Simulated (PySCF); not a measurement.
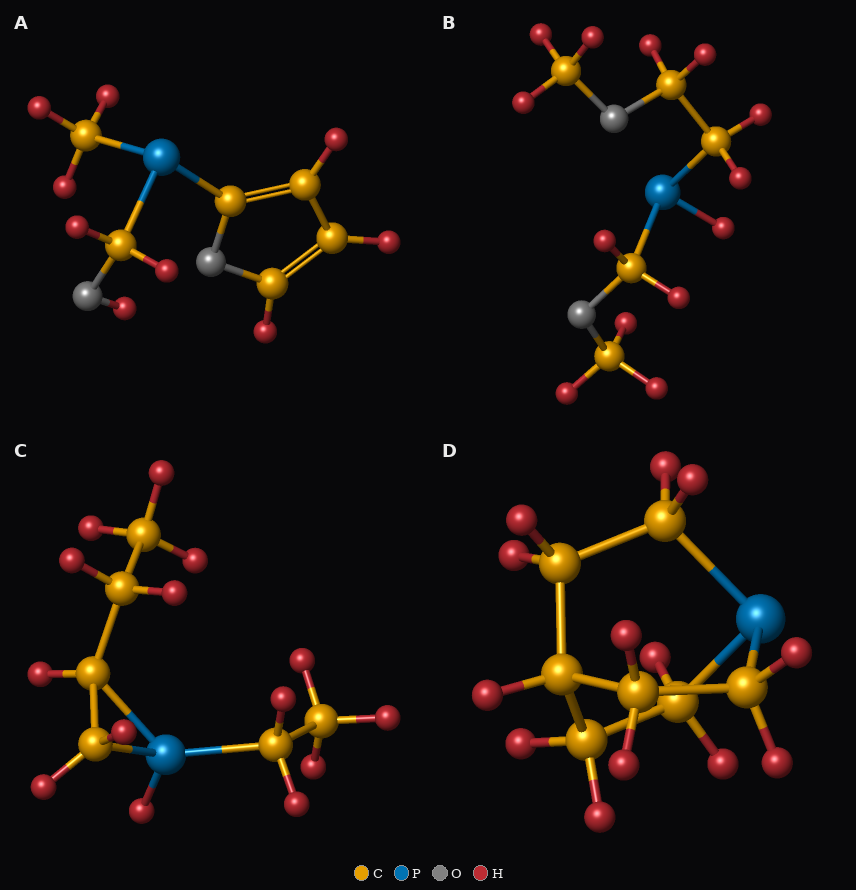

(Drawn from a calculation with PySCF.)

> Which panel belongs to which SMILES?
(1) CC[C@@H]1C[P@@H+]1CC
(2) COCCPCOC
(3) CP(CO)c1ccco1
(4) C1CP2CCC1CC2

A is (3), B is (2), C is (1), D is (4).
